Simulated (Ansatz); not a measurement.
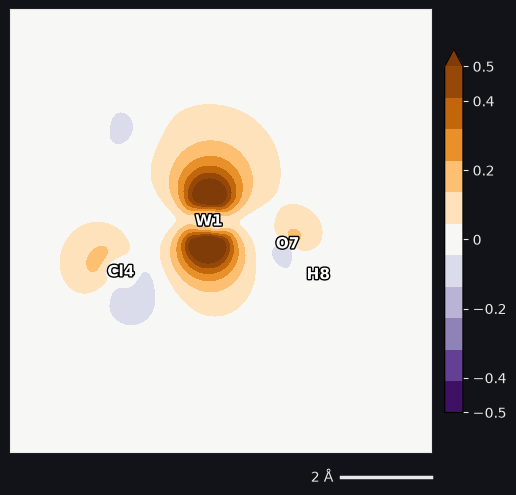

The picture shows: ClH3OW···HF. One frontier orbital on the plane of atoms Cl4, W1 and O7 (values in Å⁻³ᐟ²; the overall sign is arbitrary).

Core potentials replace the inner electrons of W.

Method: Ansatz 0.2.0, RKS PBE0-D4/def2-SVP.

```xyz
8

W     0.0355    0.5438   -0.6153
F     0.7466   -0.0143    2.2964
H     0.8967   -0.7974    1.8268
Cl    0.2363    2.5484    0.3922
H    -1.0061   -0.4520    0.2344
H     1.1566   -0.6036   -0.1083
O    -0.2435    0.0198   -2.3244
H    -0.3546    0.2178   -3.2593
```

> Which orbital is it: HOMO or LUMO?

The HOMO, at −5.33 eV. Its weight (Hirshfeld) is mainly on W1 (about 85 %).
